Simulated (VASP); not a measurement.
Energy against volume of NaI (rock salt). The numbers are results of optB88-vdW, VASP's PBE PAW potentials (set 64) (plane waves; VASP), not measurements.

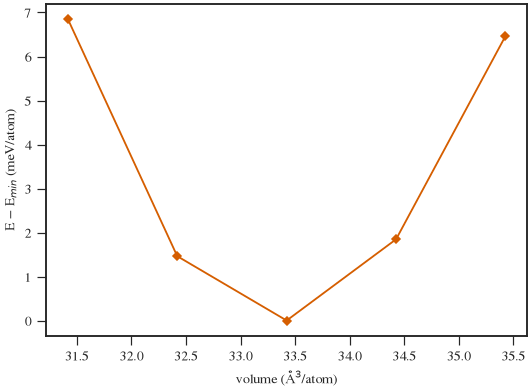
Fig. 1. Energy against volume

Question: Estimate the equilibrium volume and the bulk modulus.

Answer: The minimum lies near 33.3 Å³/atom, and the curvature gives B0 of about 18 GPa.

The compound is NaI in the rock salt structure. It was relaxed first.
